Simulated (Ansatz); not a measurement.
```yaml
atoms:
  - { symbol: Si, position_ang: [-0.7978, 0.8621, 2.3096] }
  - { symbol: Si, position_ang: [1.5425, 0.9179, 2.1734] }
  - { symbol: Si, position_ang: [2.5439, 0.3383, 0.1356] }
  - { symbol: Si, position_ang: [2.1639, 1.9071, -1.5859] }
  - { symbol: H, position_ang: [-1.4460, 1.9422, 1.5099] }
  - { symbol: H, position_ang: [-1.2247, 1.0198, 3.7272] }
  - { symbol: H, position_ang: [-1.2940, -0.4476, 1.8054] }
  - { symbol: H, position_ang: [2.0915, 2.2019, 2.7097] }
  - { symbol: H, position_ang: [2.0177, -0.9904, -0.2917] }
  - { symbol: H, position_ang: [4.0144, 0.1934, 0.3432] }
  - { symbol: H, position_ang: [0.7040, 2.0341, -1.8507] }
  - { symbol: H, position_ang: [2.6862, 3.2438, -1.1896] }
  - { symbol: H, position_ang: [2.8373, 1.4925, -2.8494] }
```

Geometry: B3LYP/6-31G*.

All numbers below come from Ansatz, isolated molecule in a Gaussian basis; Kohn-Sham density functional theory, functional PBE0.

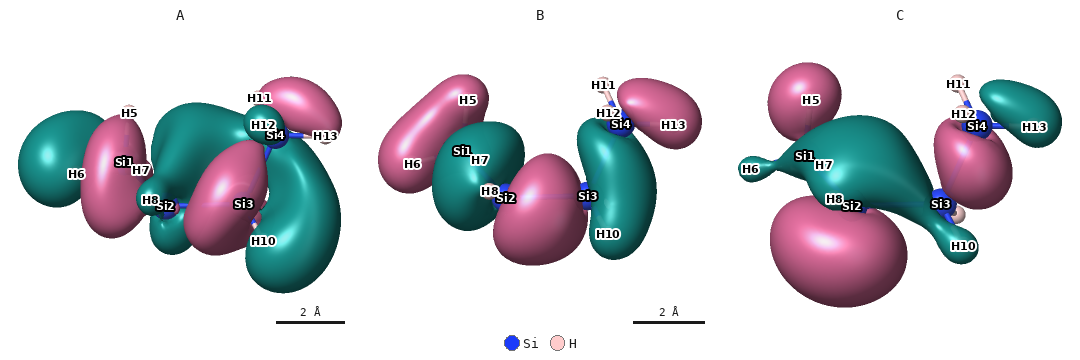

H$_{9}$Si$_{4}$ (doublet). Three frontier orbitals at ±0.05 Å⁻³ᐟ² (teal and pink are the two phases), in no order.

**Which picture is the HOMO−1, the HOMO and the LUMO? All are α orbitals.**

B is the HOMO−1 (α) (−8.15 eV). Its weight (Hirshfeld) is mainly on Si2 (about 35 %), Si3 (about 25 %), Si1 (about 20 %) and Si4 (about 5 %). C is the HOMO (α) (−6.12 eV). Its weight (Hirshfeld) is mainly on Si2 (about 65 %), Si3 (about 10 %), Si1 (about 10 %) and Si4 (about 5 %). A is the LUMO (α) (−0.56 eV). Its weight (Hirshfeld) is mainly on Si3 (about 25 %), Si1 (about 20 %), Si2 (about 20 %), Si4 (about 10 %), H10 (about 10 %) and H6 (about 5 %).

**What is the gap between the highest occupied and lowest empty α orbitals?**

5.56 eV between the orbital energies.
